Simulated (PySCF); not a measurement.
Consider C6H9FS.

```xyz
17

C     1.9977    0.7642   -0.2043
C     0.8573   -0.1947   -0.5217
C    -0.0287   -0.4868    0.7021
C    -0.7233    0.7573    1.1744
C    -1.9928    0.8436    0.8029
F    -2.8031    1.8743    1.0390
S    -2.6466   -0.5390   -0.0666
C    -1.1400   -1.4879    0.3578
H     1.6160    1.7445    0.0680
H     2.5981    0.3842    0.6197
H     2.6413    0.8793   -1.0729
H     1.2716   -1.1398   -0.8811
H     0.2357    0.2243   -1.3156
H     0.6022   -0.9018    1.4946
H    -0.2109    1.5284    1.7197
H    -0.8869   -2.1223   -0.4885
H    -1.3947   -2.1159    1.2122
```

Geometry: GFN2-xTB.

These are results of PySCF 2.14.0, PBE0/pcSseg-1, SCF density, gas phase, non-relativistic, not measurements.

**What will maps of the electron density and electron localisation function show?**

C–C (1.33 Å): the density is about 2.3 e/Å³ at the midpoint; the ELF peaks at about 0.90 between the atoms (a multiple bond).
C–F (1.33 Å): the density is about 2.3 e/Å³ at the midpoint; the ELF peaks at about 0.85 between the atoms: a polar covalent bond.
C–S (1.76 Å): ρ at the midpoint is about 1.4 e/Å³; the ELF peaks at about 0.95 between the atoms, as expected for localised, covalent bonding.
C–H (1.07 Å): ρ is about 2 e/Å³ halfway; the ELF climbs to about 1 towards the hydrogen, as it does in any bond to H (a covalent bond by its length).

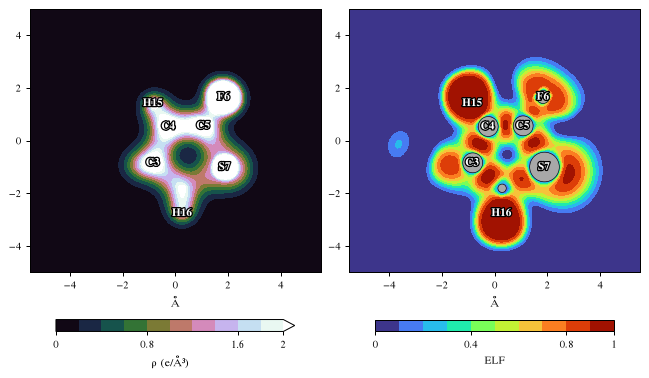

Computed electron density and electron localisation function on the plane of atoms C4, C5 and S7, in this order. Grey discs cover the atomic cores in the ELF map. 
